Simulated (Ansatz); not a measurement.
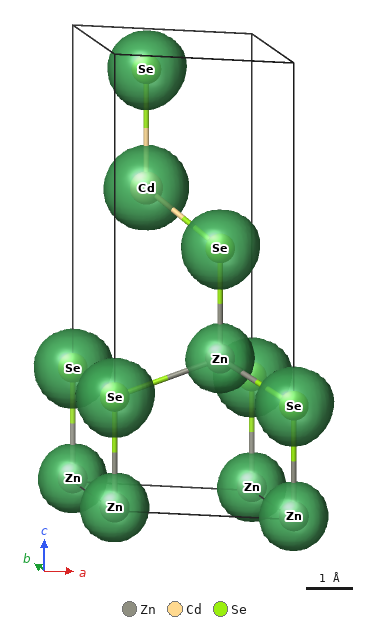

The picture shows: Zn2CdSe3. Isosurface of the valence pseudo-density at 0.8 e/Å³ (green), seen slightly off an axis. Sticks mark near contacts.

Space group P3m1; a structure generated by program, which may or may not match a known phase.

All numbers below come from DFT r2SCAN, scalar-relativistic, plane waves, PAW in Ansatz.

Core electrons are frozen (PAW), and the valence fields are smoothed inside the atomic spheres.

**Which contacts does the surface bridge?**

At this value the density breaks into separate islands; it holds about 75 % of the electrons treated as valence (semicore included). It bridges none of the near contacts. It is pinched off along the shortest Zn–Se (2.47 Å), Cd–Se (2.63 Å) and Zn–Se (2.52 Å) contacts. On the grid the lowest density along these lines, outside the cores, is 0.41 e/Å³ (Zn–Se, 2.47 Å), 0.38 e/Å³ (Cd–Se, 2.63 Å) and 0.38 e/Å³ (Zn–Se, 2.52 Å).
